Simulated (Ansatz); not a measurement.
## Molecular dynamics of AlH5ClO3F (part 1 of 5)

AlH5ClO3F, computed with UKS PBE0/STO-3G (Ansatz 0.2.0).

It belongs to a series of runs on one base structure; here: dynamics from the start. Figures and captions count atoms from 1; the log counts them from 0 in places.

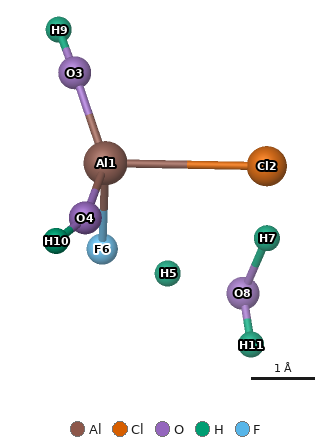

The structure as given in the input (ball-and-stick view, seen at a tilt; atoms are numbered from 1 in the order of the input). Sticks mark near contacts. Bond lengths as drawn: Al–Cl 2.60 Å, Al–F 2.11 Å, Al–O 1.63 Å and H–O 0.94 to 1.27 Å.

### Input file
```yaml
crystal:
  periodic: [false, false, false]
  atoms:
    - { symbol: Al, position_ang: [-0.4245, -1.1542, -0.163] }
    - { symbol: Cl, position_ang: [1.5749, 0.0551, -1.3065] }
    - { symbol: O, position_ang: [0.1623, -2.4204, 0.6795] }
    - { symbol: O, position_ang: [-1.612, -0.9865, -1.2708] }
    - { symbol: H, position_ang: [0.0922, 1.4255, 0.9779] }
    - { symbol: F, position_ang: [-0.6543, 0.4958, 1.1334] }
    - { symbol: H, position_ang: [1.41, 1.4513, -0.2604] }
    - { symbol: O, position_ang: [0.9235, 2.2913, 0.5581] }
    - { symbol: H, position_ang: [0.5385, -2.9302, 1.3777] }
    - { symbol: H, position_ang: [-2.4265, -1.1155, -1.7289] }
    - { symbol: H, position_ang: [0.4159, 2.8879, 0.0029] }
magnetization:
  spin_polarized: true
basis:
  gaussian: { orbitals: STO-3G }
hamiltonian:
  xc: pbe0
md:
  timestep: 0.5
  n_steps: 150
  ensemble: nve
  temperature: 300.0
  initial_velocities: maxwell_boltzmann
  seed: 13871
```

Command:
```bash
ansatz run input.yaml --threads 1 --pin off --max-ram 2048MiB --backend cpu --events-out ev --progress --plain --runs-dir out
```

### Log
```
Engine: ansatz 0.2.0, x86_64-unknown-linux-gnu
Functional definition: PBE0
  parameter a = 0.25
  parameter kappa = 0.804
  parameter beta = 0.06672455060314922
  exchange = (1 - a)*pbe_x(kappa = kappa, mu = beta*pi^2/3) + a*exact_x
  correlation = pbe_c(beta = beta)
588 factors; integrals over basis functions are off by at most 1.0e-5 eV
mean field evaluation 1: about -27700.0054 eV, gradient 2.5e1 eV
mean field evaluation 2: about -27700.7215 eV, gradient 2.5e1 eV
mean field evaluation 4: about -27704.3640 eV, gradient 7.7e-1 eV
mean field evaluation 8: about -27704.3538 eV, gradient 2.9e-2 eV
mean field -27704.35384833 eV, -1018.1162252408 hartree, gradient 1.7e-5 eV, S^2 0.000000; 0 other end points of the search recorded, 0 dependent functions left out
the calculation of the forces begins
reference -27704.35386999 eV, -1018.1162260365 hartree; 34, 34 occupied and 9, 9 virtual orbitals, 588 factors
md step     0: t =     0.00 fs  T =   300.0 K  F+E_penalty+E_count = -27704.35384833 eV  E_kin = 0.349002 eV  conserved = -27704.00484634 eV  (24 SCF iters)
these checks for a lower state are left out or cut short: starts, cluster_reference, orbital_swaps, neighbouring_geometries, increment
588 factors; integrals over basis functions are off by at most 1.0e-5 eV
mean field evaluation 16: about -27704.4552 eV, gradient 3.0e-3 eV
mean field -27704.43950052 eV, -1018.1193729006 hartree, gradient 6.1e-6 eV, S^2 0.000000; 0 other end points of the search recorded, 0 dependent functions left out
the calculation of the forces begins
reference -27704.43952215 eV, -1018.1193736955 hartree; 34, 34 occupied and 9, 9 virtual orbitals, 588 factors
md step     1: t =     0.50 fs  T =   370.2 K  F+E_penalty+E_count = -27704.43950052 eV  E_kin = 0.430647 eV  conserved = -27704.00885309 eV  (29 SCF iters)
[... from here on the SCF iterations and repeated set-up lines of each step are left out, up to the last step ...]
md step     2: t =     1.00 fs  T =   446.5 K  F+E_penalty+E_count = -27704.53067118 eV  E_kin = 0.519476 eV  conserved = -27704.01119555 eV  (29 SCF iters)
md step     3: t =     1.50 fs  T =   496.4 K  F+E_penalty+E_count = -27704.58841484 eV  E_kin = 0.577434 eV  conserved = -27704.01098086 eV  (29 SCF iters)
md step     4: t =     2.00 fs  T =   518.6 K  F+E_penalty+E_count = -27704.61245432 eV  E_kin = 0.603292 eV  conserved = -27704.00916275 eV  (27 SCF iters)
md step     5: t =     2.50 fs  T =   534.1 K  F+E_penalty+E_count = -27704.62861818 eV  E_kin = 0.621375 eV  conserved = -27704.00724336 eV  (27 SCF iters)
md step     6: t =     3.00 fs  T =   567.3 K  F+E_penalty+E_count = -27704.66637382 eV  E_kin = 0.659980 eV  conserved = -27704.00639427 eV  (27 SCF iters)
md step     7: t =     3.50 fs  T =   630.3 K  F+E_penalty+E_count = -27704.74040229 eV  E_kin = 0.733202 eV  conserved = -27704.00720063 eV  (27 SCF iters)
md step     8: t =     4.00 fs  T =   715.1 K  F+E_penalty+E_count = -27704.84139294 eV  E_kin = 0.831852 eV  conserved = -27704.00954114 eV  (28 SCF iters)
md step     9: t =     4.50 fs  T =   796.0 K  F+E_penalty+E_count = -27704.93833811 eV  E_kin = 0.925972 eV  conserved = -27704.01236630 eV  (28 SCF iters)
md step    10: t =     5.00 fs  T =   843.5 K  F+E_penalty+E_count = -27704.99502482 eV  E_kin = 0.981270 eV  conserved = -27704.01375477 eV  (27 SCF iters)
md step    11: t =     5.50 fs  T =   847.4 K  F+E_penalty+E_count = -27704.99799714 eV  E_kin = 0.985798 eV  conserved = -27704.01219957 eV  (26 SCF iters)
md step    12: t =     6.00 fs  T =   831.5 K  F+E_penalty+E_count = -27704.97607667 eV  E_kin = 0.967323 eV  conserved = -27704.00875334 eV  (26 SCF iters)
md step    13: t =     6.50 fs  T =   839.6 K  F+E_penalty+E_count = -27704.98330524 eV  E_kin = 0.976746 eV  conserved = -27704.00655876 eV  (26 SCF iters)
md step    14: t =     7.00 fs  T =   901.1 K  F+E_penalty+E_count = -27705.05506747 eV  E_kin = 1.048280 eV  conserved = -27704.00678726 eV  (26 SCF iters)
md step    15: t =     7.50 fs  T =  1016.7 K  F+E_penalty+E_count = -27705.19060555 eV  E_kin = 1.182769 eV  conserved = -27704.00783681 eV  (25 SCF iters)
md step    16: t =     8.00 fs  T =  1172.0 K  F+E_penalty+E_count = -27705.37245930 eV  E_kin = 1.363413 eV  conserved = -27704.00904584 eV  (26 SCF iters)
md step    17: t =     8.50 fs  T =  1345.9 K  F+E_penalty+E_count = -27705.57686656 eV  E_kin = 1.565690 eV  conserved = -27704.01117666 eV  (25 SCF iters)
md step    18: t =     9.00 fs  T =  1507.1 K  F+E_penalty+E_count = -27705.76699554 eV  E_kin = 1.753298 eV  conserved = -27704.01369749 eV  (25 SCF iters)
md step    19: t =     9.50 fs  T =  1622.3 K  F+E_penalty+E_count = -27705.90206394 eV  E_kin = 1.887244 eV  conserved = -27704.01481981 eV  (26 SCF iters)
md step    20: t =    10.00 fs  T =  1675.3 K  F+E_penalty+E_count = -27705.96268375 eV  E_kin = 1.948938 eV  conserved = -27704.01374564 eV  (27 SCF iters)
md step    21: t =    10.50 fs  T =  1677.7 K  F+E_penalty+E_count = -27705.96296319 eV  E_kin = 1.951721 eV  conserved = -27704.01124227 eV  (27 SCF iters)
md step    22: t =    11.00 fs  T =  1660.2 K  F+E_penalty+E_count = -27705.93998117 eV  E_kin = 1.931394 eV  conserved = -27704.00858729 eV  (28 SCF iters)
md step    23: t =    11.50 fs  T =  1657.1 K  F+E_penalty+E_count = -27705.93450816 eV  E_kin = 1.927803 eV  conserved = -27704.00670489 eV  (27 SCF iters)
md step    24: t =    12.00 fs  T =  1693.5 K  F+E_penalty+E_count = -27705.97607681 eV  E_kin = 1.970083 eV  conserved = -27704.00599403 eV  (28 SCF iters)
md step    25: t =    12.50 fs  T =  1778.9 K  F+E_penalty+E_count = -27706.07592049 eV  E_kin = 2.069445 eV  conserved = -27704.00647564 eV  (27 SCF iters)
md step    26: t =    13.00 fs  T =  1906.7 K  F+E_penalty+E_count = -27706.22612043 eV  E_kin = 2.218189 eV  conserved = -27704.00793124 eV  (26 SCF iters)
md step    27: t =    13.50 fs  T =  2056.9 K  F+E_penalty+E_count = -27706.40289348 eV  E_kin = 2.392914 eV  conserved = -27704.00997951 eV  (25 SCF iters)
md step    28: t =    14.00 fs  T =  2201.1 K  F+E_penalty+E_count = -27706.57276108 eV  E_kin = 2.560612 eV  conserved = -27704.01214925 eV  (27 SCF iters)
md step    29: t =    14.50 fs  T =  2309.3 K  F+E_penalty+E_count = -27706.70041961 eV  E_kin = 2.686444 eV  conserved = -27704.01397571 eV  (27 SCF iters)
md step    30: t =    15.00 fs  T =  2356.9 K  F+E_penalty+E_count = -27706.75691486 eV  E_kin = 2.741913 eV  conserved = -27704.01500223 eV  (28 SCF iters)
md step    31: t =    15.50 fs  T =  2332.5 K  F+E_penalty+E_count = -27706.72809604 eV  E_kin = 2.713507 eV  conserved = -27704.01458875 eV  (28 SCF iters)
md step    32: t =    16.00 fs  T =  2245.9 K  F+E_penalty+E_count = -27706.62489274 eV  E_kin = 2.612749 eV  conserved = -27704.01214408 eV  (27 SCF iters)
md step    33: t =    16.50 fs  T =  2133.3 K  F+E_penalty+E_count = -27706.49016247 eV  E_kin = 2.481777 eV  conserved = -27704.00838564 eV  (27 SCF iters)
md step    34: t =    17.00 fs  T =  2045.0 K  F+E_penalty+E_count = -27706.38482922 eV  E_kin = 2.378974 eV  conserved = -27704.00585513 eV  (27 SCF iters)
md step    35: t =    17.50 fs  T =  2014.1 K  F+E_penalty+E_count = -27706.34959415 eV  E_kin = 2.343105 eV  conserved = -27704.00648909 eV  (27 SCF iters)
md step    36: t =    18.00 fs  T =  2035.2 K  F+E_penalty+E_count = -27706.37700835 eV  E_kin = 2.367668 eV  conserved = -27704.00934032 eV  (27 SCF iters)
md step    37: t =    18.50 fs  T =  2073.5 K  F+E_penalty+E_count = -27706.42424970 eV  E_kin = 2.412154 eV  conserved = -27704.01209619 eV  (27 SCF iters)
md step    38: t =    19.00 fs  T =  2092.2 K  F+E_penalty+E_count = -27706.44726578 eV  E_kin = 2.433933 eV  conserved = -27704.01333298 eV  (27 SCF iters)
md step    39: t =    19.50 fs  T =  2072.6 K  F+E_penalty+E_count = -27706.42400883 eV  E_kin = 2.411134 eV  conserved = -27704.01287486 eV  (28 SCF iters)
md step    40: t =    20.00 fs  T =  2018.1 K  F+E_penalty+E_count = -27706.35893660 eV  E_kin = 2.347712 eV  conserved = -27704.01122502 eV  (28 SCF iters)
md step    41: t =    20.50 fs  T =  1948.8 K  F+E_penalty+E_count = -27706.27612379 eV  E_kin = 2.267062 eV  conserved = -27704.00906146 eV  (28 SCF iters)
md step    42: t =    21.00 fs  T =  1892.5 K  F+E_penalty+E_count = -27706.20864308 eV  E_kin = 2.201602 eV  conserved = -27704.00704125 eV  (28 SCF iters)
md step    43: t =    21.50 fs  T =  1875.6 K  F+E_penalty+E_count = -27706.18772975 eV  E_kin = 2.181926 eV  conserved = -27704.00580372 eV  (28 SCF iters)
md step    44: t =    22.00 fs  T =  1913.9 K  F+E_penalty+E_count = -27706.23242586 eV  E_kin = 2.226532 eV  conserved = -27704.00589363 eV  (28 SCF iters)
md step    45: t =    22.50 fs  T =  2006.2 K  F+E_penalty+E_count = -27706.34132925 eV  E_kin = 2.333867 eV  conserved = -27704.00746192 eV  (28 SCF iters)
md step    46: t =    23.00 fs  T =  2132.4 K  F+E_penalty+E_count = -27706.49070637 eV  E_kin = 2.480676 eV  conserved = -27704.01003005 eV  (28 SCF iters)
md step    47: t =    23.50 fs  T =  2260.7 K  F+E_penalty+E_count = -27706.64243195 eV  E_kin = 2.629930 eV  conserved = -27704.01250172 eV  (28 SCF iters)
md step    48: t =    24.00 fs  T =  2361.2 K  F+E_penalty+E_count = -27706.76057773 eV  E_kin = 2.746867 eV  conserved = -27704.01371064 eV  (27 SCF iters)
md step    49: t =    24.50 fs  T =  2420.3 K  F+E_penalty+E_count = -27706.82882181 eV  E_kin = 2.815640 eV  conserved = -27704.01318177 eV  (28 SCF iters)
md step    50: t =    25.00 fs  T =  2445.5 K  F+E_penalty+E_count = -27706.85678376 eV  E_kin = 2.844963 eV  conserved = -27704.01182068 eV  (27 SCF iters)
md step    51: t =    25.50 fs  T =  2453.7 K  F+E_penalty+E_count = -27706.86590133 eV  E_kin = 2.854456 eV  conserved = -27704.01144508 eV  (27 SCF iters)
md step    52: t =    26.00 fs  T =  2450.4 K  F+E_penalty+E_count = -27706.86336250 eV  E_kin = 2.850684 eV  conserved = -27704.01267816 eV  (25 SCF iters)
md step    53: t =    26.50 fs  T =  2424.1 K  F+E_penalty+E_count = -27706.83379987 eV  E_kin = 2.820048 eV  conserved = -27704.01375156 eV  (25 SCF iters)
md step    54: t =    27.00 fs  T =  2364.6 K  F+E_penalty+E_count = -27706.76362260 eV  E_kin = 2.750858 eV  conserved = -27704.01276497 eV  (26 SCF iters)
md step    55: t =    27.50 fs  T =  2283.8 K  F+E_penalty+E_count = -27706.66720450 eV  E_kin = 2.656860 eV  conserved = -27704.01034418 eV  (26 SCF iters)
md step    56: t =    28.00 fs  T =  2209.2 K  F+E_penalty+E_count = -27706.57888430 eV  E_kin = 2.570107 eV  conserved = -27704.00877694 eV  (24 SCF iters)
md step    57: t =    28.50 fs  T =  2159.5 K  F+E_penalty+E_count = -27706.52140976 eV  E_kin = 2.512183 eV  conserved = -27704.00922690 eV  (27 SCF iters)
md step    58: t =    29.00 fs  T =  2129.8 K  F+E_penalty+E_count = -27706.48855074 eV  E_kin = 2.477657 eV  conserved = -27704.01089381 eV  (27 SCF iters)
md step    59: t =    29.50 fs  T =  2099.9 K  F+E_penalty+E_count = -27706.45529292 eV  E_kin = 2.442885 eV  conserved = -27704.01240789 eV  (26 SCF iters)
md step    60: t =    30.00 fs  T =  2049.9 K  F+E_penalty+E_count = -27706.39784824 eV  E_kin = 2.384760 eV  conserved = -27704.01308836 eV  (25 SCF iters)
md step    61: t =    30.50 fs  T =  1970.6 K  F+E_penalty+E_count = -27706.30533969 eV  E_kin = 2.292454 eV  conserved = -27704.01288613 eV  (25 SCF iters)
md step    62: t =    31.00 fs  T =  1865.4 K  F+E_penalty+E_count = -27706.18192276 eV  E_kin = 2.170061 eV  conserved = -27704.01186201 eV  (26 SCF iters)
md step    63: t =    31.50 fs  T =  1749.7 K  F+E_penalty+E_count = -27706.04567727 eV  E_kin = 2.035541 eV  conserved = -27704.01013640 eV  (26 SCF iters)
md step    64: t =    32.00 fs  T =  1647.6 K  F+E_penalty+E_count = -27705.92512028 eV  E_kin = 1.916776 eV  conserved = -27704.00834380 eV  (25 SCF iters)
md step    65: t =    32.50 fs  T =  1582.4 K  F+E_penalty+E_count = -27705.84843233 eV  E_kin = 1.840896 eV  conserved = -27704.00753657 eV  (25 SCF iters)
md step    66: t =    33.00 fs  T =  1564.6 K  F+E_penalty+E_count = -27705.82824014 eV  E_kin = 1.820202 eV  conserved = -27704.00803862 eV  (25 SCF iters)
md step    67: t =    33.50 fs  T =  1588.3 K  F+E_penalty+E_count = -27705.85689873 eV  E_kin = 1.847758 eV  conserved = -27704.00914026 eV  (25 SCF iters)
md step    68: t =    34.00 fs  T =  1637.2 K  F+E_penalty+E_count = -27705.91522850 eV  E_kin = 1.904622 eV  conserved = -27704.01060624 eV  (25 SCF iters)
md step    69: t =    34.50 fs  T =  1687.8 K  F+E_penalty+E_count = -27705.97632834 eV  E_kin = 1.963434 eV  conserved = -27704.01289471 eV  (24 SCF iters)
md step    70: t =    35.00 fs  T =  1708.5 K  F+E_penalty+E_count = -27706.00272167 eV  E_kin = 1.987550 eV  conserved = -27704.01517203 eV  (24 SCF iters)
md step    71: t =    35.50 fs  T =  1672.3 K  F+E_penalty+E_count = -27705.96068187 eV  E_kin = 1.945405 eV  conserved = -27704.01527700 eV  (24 SCF iters)
md step    72: t =    36.00 fs  T =  1580.2 K  F+E_penalty+E_count = -27705.85064805 eV  E_kin = 1.838254 eV  conserved = -27704.01239441 eV  (24 SCF iters)
md step    73: t =    36.50 fs  T =  1468.8 K  F+E_penalty+E_count = -27705.71721924 eV  E_kin = 1.708715 eV  conserved = -27704.00850407 eV  (24 SCF iters)
md step    74: t =    37.00 fs  T =  1387.2 K  F+E_penalty+E_count = -27705.62006153 eV  E_kin = 1.613799 eV  conserved = -27704.00626246 eV  (24 SCF iters)
md step    75: t =    37.50 fs  T =  1365.5 K  F+E_penalty+E_count = -27705.59490757 eV  E_kin = 1.588492 eV  conserved = -27704.00641550 eV  (25 SCF iters)
md step    76: t =    38.00 fs  T =  1403.5 K  F+E_penalty+E_count = -27705.64073185 eV  E_kin = 1.632696 eV  conserved = -27704.00803563 eV  (24 SCF iters)
md step    77: t =    38.50 fs  T =  1480.2 K  F+E_penalty+E_count = -27705.73201767 eV  E_kin = 1.721929 eV  conserved = -27704.01008855 eV  (26 SCF iters)
md step    78: t =    39.00 fs  T =  1566.8 K  F+E_penalty+E_count = -27705.83477896 eV  E_kin = 1.822710 eV  conserved = -27704.01206848 eV  (26 SCF iters)
md step    79: t =    39.50 fs  T =  1634.8 K  F+E_penalty+E_count = -27705.91568030 eV  E_kin = 1.901829 eV  conserved = -27704.01385090 eV  (25 SCF iters)
md step    80: t =    40.00 fs  T =  1659.5 K  F+E_penalty+E_count = -27705.94581541 eV  E_kin = 1.930612 eV  conserved = -27704.01520345 eV  (25 SCF iters)
md step    81: t =    40.50 fs  T =  1625.4 K  F+E_penalty+E_count = -27705.90619808 eV  E_kin = 1.890943 eV  conserved = -27704.01525525 eV  (25 SCF iters)
md step    82: t =    41.00 fs  T =  1537.6 K  F+E_penalty+E_count = -27705.80144379 eV  E_kin = 1.788706 eV  conserved = -27704.01273743 eV  (24 SCF iters)
md step    83: t =    41.50 fs  T =  1434.3 K  F+E_penalty+E_count = -27705.67628457 eV  E_kin = 1.668631 eV  conserved = -27704.00765318 eV  (24 SCF iters)
md step    84: t =    42.00 fs  T =  1382.1 K  F+E_penalty+E_count = -27705.61084234 eV  E_kin = 1.607813 eV  conserved = -27704.00302901 eV  (24 SCF iters)
md step    85: t =    42.50 fs  T =  1435.8 K  F+E_penalty+E_count = -27705.67364362 eV  E_kin = 1.670379 eV  conserved = -27704.00326466 eV  (24 SCF iters)
md step    86: t =    43.00 fs  T =  1590.2 K  F+E_penalty+E_count = -27705.85926926 eV  E_kin = 1.849936 eV  conserved = -27704.00933315 eV  (24 SCF iters)
md step    87: t =    43.50 fs  T =  1770.1 K  F+E_penalty+E_count = -27706.07640696 eV  E_kin = 2.059257 eV  conserved = -27704.01715004 eV  (24 SCF iters)
md step    88: t =    44.00 fs  T =  1880.3 K  F+E_penalty+E_count = -27706.20854859 eV  E_kin = 2.187455 eV  conserved = -27704.02109371 eV  (23 SCF iters)
md step    89: t =    44.50 fs  T =  1874.0 K  F+E_penalty+E_count = -27706.19823936 eV  E_kin = 2.180051 eV  conserved = -27704.01818819 eV  (23 SCF iters)
md step    90: t =    45.00 fs  T =  1788.0 K  F+E_penalty+E_count = -27706.09078165 eV  E_kin = 2.080101 eV  conserved = -27704.01068019 eV  (25 SCF iters)
md step    91: t =    45.50 fs  T =  1713.7 K  F+E_penalty+E_count = -27705.99865440 eV  E_kin = 1.993589 eV  conserved = -27704.00506580 eV  (25 SCF iters)
md step    92: t =    46.00 fs  T =  1720.7 K  F+E_penalty+E_count = -27706.00709485 eV  E_kin = 2.001808 eV  conserved = -27704.00528672 eV  (26 SCF iters)
md step    93: t =    46.50 fs  T =  1811.8 K  F+E_penalty+E_count = -27706.11646365 eV  E_kin = 2.107777 eV  conserved = -27704.00868690 eV  (26 SCF iters)
md step    94: t =    47.00 fs  T =  1946.0 K  F+E_penalty+E_count = -27706.27524531 eV  E_kin = 2.263889 eV  conserved = -27704.01135604 eV  (26 SCF iters)
md step    95: t =    47.50 fs  T =  2083.5 K  F+E_penalty+E_count = -27706.43636746 eV  E_kin = 2.423869 eV  conserved = -27704.01249834 eV  (26 SCF iters)
md step    96: t =    48.00 fs  T =  2201.4 K  F+E_penalty+E_count = -27706.57401124 eV  E_kin = 2.561023 eV  conserved = -27704.01298846 eV  (25 SCF iters)
md step    97: t =    48.50 fs  T =  2287.5 K  F+E_penalty+E_count = -27706.67437931 eV  E_kin = 2.661115 eV  conserved = -27704.01326433 eV  (25 SCF iters)
md step    98: t =    49.00 fs  T =  2335.1 K  F+E_penalty+E_count = -27706.72953791 eV  E_kin = 2.716469 eV  conserved = -27704.01306924 eV  (26 SCF iters)
md step    99: t =    49.50 fs  T =  2345.4 K  F+E_penalty+E_count = -27706.74047066 eV  E_kin = 2.728451 eV  conserved = -27704.01201919 eV  (25 SCF iters)
md step   100: t =    50.00 fs  T =  2331.0 K  F+E_penalty+E_count = -27706.72190537 eV  E_kin = 2.711746 eV  conserved = -27704.01015917 eV  (25 SCF iters)
md step   101: t =    50.50 fs  T =  2314.8 K  F+E_penalty+E_count = -27706.70104441 eV  E_kin = 2.692932 eV  conserved = -27704.00811247 eV  (25 SCF iters)
md step   102: t =    51.00 fs  T =  2321.6 K  F+E_penalty+E_count = -27706.70768976 eV  E_kin = 2.700799 eV  conserved = -27704.00689050 eV  (26 SCF iters)
md step   103: t =    51.50 fs  T =  2365.2 K  F+E_penalty+E_count = -27706.75887638 eV  E_kin = 2.751501 eV  conserved = -27704.00737548 eV  (26 SCF iters)
```
